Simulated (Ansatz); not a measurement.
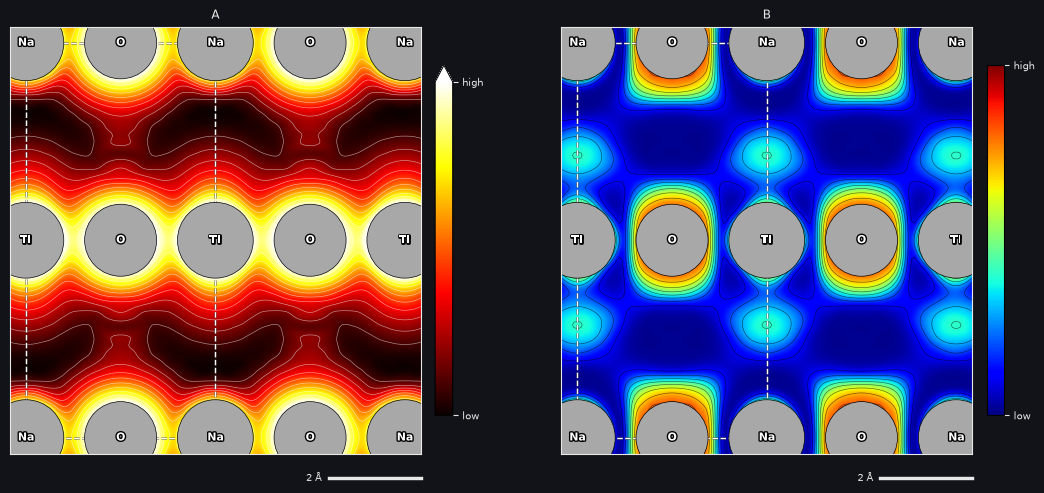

Na$_{4}$TiO$_{3}$: 2 fields on the (011) plane of the conventional cell, with unlabelled colour scales. Grey discs cover the atomic cores.

Space group P4/mmm; a generated structure, not necessarily the stable one; computed without spin polarisation.

Level of theory: DFT PBE, scalar-relativistic, plane waves, PAW (Ansatz 0.2.0).

Question: Which field does each panel show? The fields are: electron localisation function and valence pseudo-density.

Answer: Panel A: valence pseudo-density. Panel B: electron localisation function. From the grid: Na–O (2.06 Å): the density is about 0.35 e/Å³ at the midpoint; the ELF peaks at about 0.85 in the valence shell of O, 0.6 Å from its nucleus, and is about 0.15 at the midpoint: no localised pair shows between them. Ti–O (2.06 Å): ρ at the midpoint is about 0.55 e/Å³; the ELF peaks at about 0.80 in the valence shell of O, 0.6 Å from its nucleus, and is about 0.20 at the midpoint; no localised pair shows between them.
